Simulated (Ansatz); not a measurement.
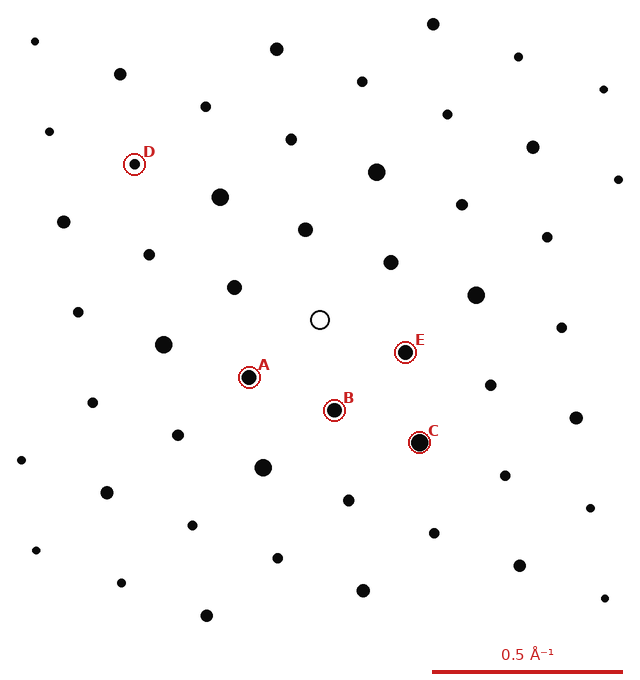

The pattern is a kinematic simulation for 200 kV electrons (no multiple scattering; isotropic B = 0.5 Å²). The zone axis points towards the electron source and the pattern is seen from the source side.

The sample is TaSn, space group P6_3/mmc (No. 194), a = 4.79 Å, c = 5.47 Å (hexagonal axes). Structure: coordinates from a relaxation with DFT r2SCAN, scalar-relativistic, plane waves, PAW (Ansatz); the starting structure was generated, so it need not be a known form of this composition.

Spot A is indexed -1 0 0 and spot B 0 -1 0.

**What are the indices of the remaining marked spots?**

C = −A + 2B = 1 -2 0 (d = 2.397 Å). D = 2A − 3B = -2 3 0 (d = 1.569 Å). E = −A + B = 1 -1 0 (d = 4.152 Å).

**Find the zone axis.**

The cross product of A and B is parallel to [001]; every spot obeys hu + kv + lw = 0.
